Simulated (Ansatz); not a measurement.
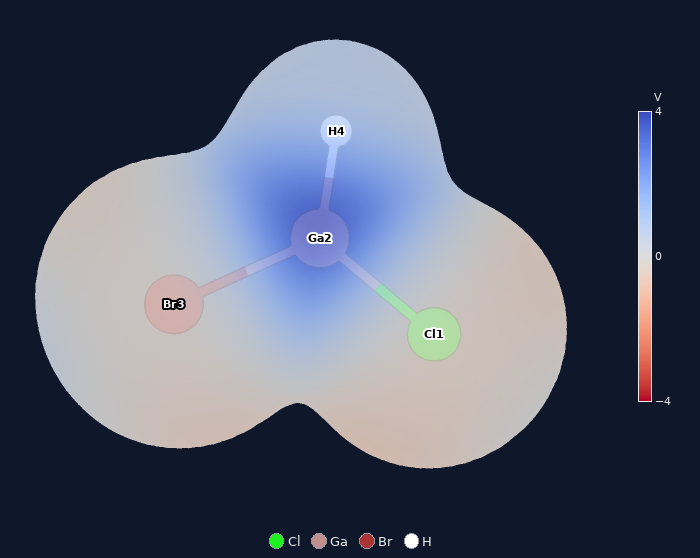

BrClGaH (SMILES [Cl][GaH][Br]). The electrostatic potential painted on the density surface at 0.002 e/bohr³, seen across its widest extent; the colour scale runs from red (negative) to blue (positive).

Geometry: PBE0-D4/def2-TZVP.

All numbers below come from Ansatz 0.2.0, RKS PBE0-D4/def2-TZVPP.

```yaml
atoms:
  - { symbol: Cl, position_ang: [-1.9705, -0.0961, -0.5284] }
  - { symbol: Ga, position_ang: [0.0888, 0.1663, -0.0524] }
  - { symbol: Br, position_ang: [1.1092, -1.6236, 0.9053] }
  - { symbol: H, position_ang: [0.8281, 1.4930, -0.3448] }
```

Where is the surface potential most negative and most positive?

The most negative region (about −0.5 V, or −12 kcal/mol for a unit charge) lies over Cl1, the most positive (about +3.3 V, or +76 kcal/mol for a unit charge) over Ga2. Br3 shows a σ-hole: about +0.3 V, or +7 kcal/mol for a unit charge at the tip opposite its bond, against about −0.2 V on its flanks.
